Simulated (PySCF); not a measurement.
## Electronic structure of CH10N2OSi2 in real space

Input

```
{"job": {"kind": "nmr", "xc": "PBE0", "basis": "pcSseg-1"}, "charge": 0, "multiplicity": 1}
C     -1.103447    -1.449928     0.322251
N     -0.485838    -0.159869     0.079356
Si    -1.582823     1.176421     0.100418
Si     1.130939    -0.184718    -0.556949
N      1.895206     1.259525    -0.007993
O      1.966086    -1.456214     0.017443
H     -1.663142    -1.431719     1.259340
H     -0.343434    -2.224518     0.385127
H     -1.796682    -1.719089    -0.479702
H     -2.609683     1.020069    -0.941053
H     -0.818801     2.397490    -0.143682
H     -2.231365     1.205505     1.416773
H      1.156287    -0.481111    -1.988790
H      1.392424     2.122389    -0.123327
H      2.854503     1.391517    -0.284202
H      2.232169    -1.456807     0.933581
```

Launched as:

```sh
OMP_NUM_THREADS=1 python probes_run.py task.json out
```

Geometry: GFN2-xTB.

All numbers below come from PBE0/pcSseg-1, SCF density, gas phase, non-relativistic (PySCF).

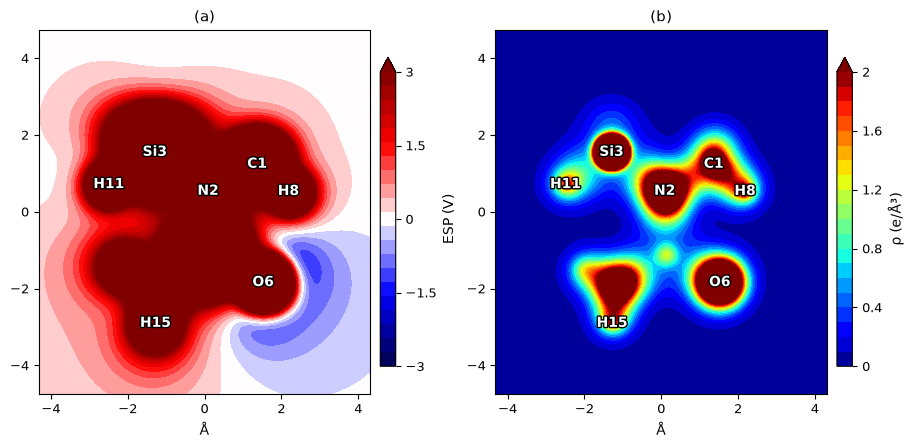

Figure 1. (a) molecular electrostatic potential; (b) electron density on the plane of atoms N2, C1 and H8.

What do the fields say about this system?

The plane passes through C, N, Si, O and H nuclei.
C–N (1.45 Å): ρ at the midpoint is about 1.9 e/Å³.
Si–N (1.73 Å): the density is about 1.1 e/Å³ at the midpoint.
C–H (1.09 Å): the density is about 2 e/Å³ at the midpoint.
Si–H (1.46 Å): ρ at the midpoint is about 0.81 e/Å³.
Outside the dense part of the molecule the potential is most negative (−1.1 V) near O6.

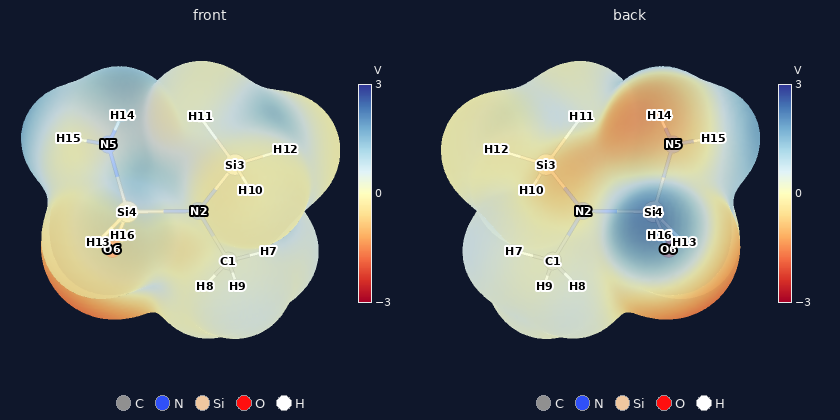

Figure 2. The molecular electrostatic potential painted on the density surface at 0.002 e/bohr³, seen from the front and from behind; the colour scale runs from red (negative) to blue (positive).

Where is the surface potential most negative and most positive?

The most negative region (about −1.6 V) lies over O6, the most positive (about +2.2 V) over H16. O6 is the likeliest acceptor of a hydrogen bond.

How polar is the molecule by this calculation?

Its dipole moment is 1.14 D.
